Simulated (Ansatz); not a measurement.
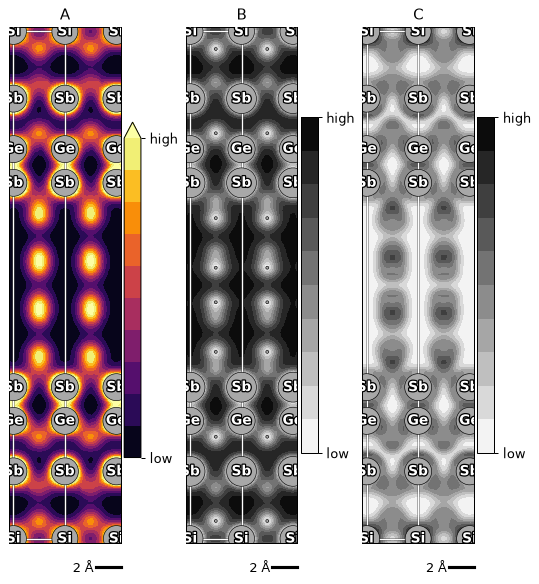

SiGe2Sb4: 3 fields on the (100) plane of the conventional cell, with unlabelled colour scales. Grey discs cover the atomic cores.

Space group R-3m; a structure from a database of computed crystals, not necessarily the ambient phase; started from the MgIn2Se4-166 prototype, which need not be the ambient phase.

The calculation used DFT, PBEsol, plane waves, PAW (Ansatz 0.2.0).

```
Si Ge Sb
1.0
     4.08355    0.00000    0.00000
    -2.04177    3.53646    0.00000
     0.00000    0.00000   40.22661
Si Ge Sb
3 6 12
Direct
  0.00000 0.00000 0.00000
  0.66667 0.33333 0.33333
  0.33333 0.66667 0.66667
  0.66667 0.33333 0.10120
  0.33333 0.66667 0.43454
  0.00000 0.00000 0.76787
  0.00000 0.00000 0.23213
  0.66667 0.33333 0.56546
  0.33333 0.66667 0.89880
  0.66667 0.33333 0.20075
  0.33333 0.66667 0.53409
  0.00000 0.00000 0.86742
  0.66667 0.33333 0.03478
  0.33333 0.66667 0.36812
  0.00000 0.00000 0.70145
  0.00000 0.00000 0.13258
  0.66667 0.33333 0.46591
  0.33333 0.66667 0.79925
  0.00000 0.00000 0.29855
  0.66667 0.33333 0.63188
  0.33333 0.66667 0.96522
```

Match the panels to the quantities (electron localisation function, electrostatic potential energy of an electron and valence pseudo-density).

Answer. Panel A: valence pseudo-density. Panel B: electrostatic potential energy of an electron (low next to the atoms, rising into the space between them). Panel C: electron localisation function. From the grid: Ge–Sb (2.67 Å): the density is about 0.43 e/Å³ at the midpoint; the ELF peaks at about 0.70 between the atoms.
